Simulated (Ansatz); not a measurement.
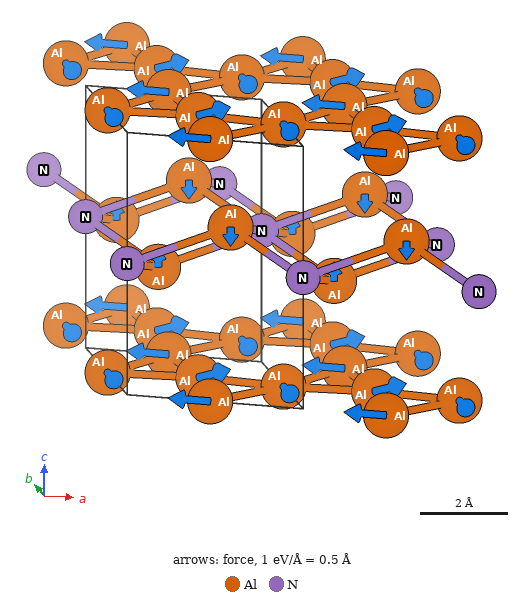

Starting geometry of crystalline Al5N (a generated structure, set up in P321) (coarse preliminary run) with the computed forces as blue arrows. The picture is a ball-and-stick view of the cell of the calculation, repeated 2 × 2 × 1 with one cell outlined, seen slightly off an axis.

Level of theory: DFT PBE, scalar-relativistic, plane waves, PAW (Ansatz 0.2.0).

Input file:
```yaml
crystal:
  lattice:
    - [4.25576234, 0.0, 0.0]
    - [-2.12788117, 3.6855983, 0.0]
    - [0.0, 0.0, 6.29202407]
  atoms:
    - { symbol: Al, position: [0.47119892, 0.0, 0.0] }
    - { symbol: Al, position: [0.0, 0.47119892, 0.0] }
    - { symbol: Al, position: [0.52880108, 0.52880108, 0.0] }
    - { symbol: Al, position: [0.33333333, 0.66666667, 0.3861637] }
    - { symbol: Al, position: [0.66666667, 0.33333333, 0.6138363] }
    - { symbol: "N", position: [0.0, 0.0, 0.5] }
basis:
  ecutwfc: 420
kpoints:
  mp_grid: { grid: [6, 6, 4] }
hamiltonian:
  xc: pbe
scf:
  occupations: { method: gaussian, width: 0.1 }
  lower_state_search: "off"
output:
  forces: true
  stress: true
  eigenvalues: true
relax:
  adjacent_minimum: "off"
  f_tol: 0.04
  max_steps: 70
  cell: { stress_tol: 0.4 }
```

Run as
```bash
ansatz run input.yaml --threads 1 --pin off --max-ram 2560MiB --backend cpu --events-out ev --progress --plain --runs-dir out
```

What follows when this structure is relaxed?

It isn't relaxed: the largest force vector, on Al atoms, is 2.09 eV/Å. The atoms end up moving mostly along the starting forces (cosine between the two patterns 0.99). The largest moves relative to the cell, 0.73 Å, are those of Al1, Al2 and Al3. Al3 goes along [1 1 0]. N stays in place. The drawn cell changes as follows: a = b 4.256 → 4.765 Å (+12.0 %), c 6.292 → 4.488 Å (−28.7 %); the volume changes by −10.6 %. Near-neighbour distances that change, for instance: Al1–N6 3.731 → 2.705 Å, Al1–Al2 2.138 → 2.820 Å, Al4–N6 2.559 → 2.751 Å. Bonds break: Al1–Al2 (2.14 → 2.82 Å), Al1–Al3 (2.14 → 2.82 Å), Al2–Al3 (2.14 → 2.82 Å). The space group (tolerance 0.01 Å) goes from P321 (No. 150) to P-62m (No. 189). The energy falls by 6.521 eV per cell of the calculation in 12 accepted moves (14 points after the start). The largest force component goes from 2.1 to 0.00043 eV/Å. Pressure: 23.92 GPa at the start and 0.07 GPa at the end. The SCF was repeated twice at an unchanged geometry on a basis and grid sized afresh for the cell, which shifted the energy by 37.5 meV per cell of the calculation at most.
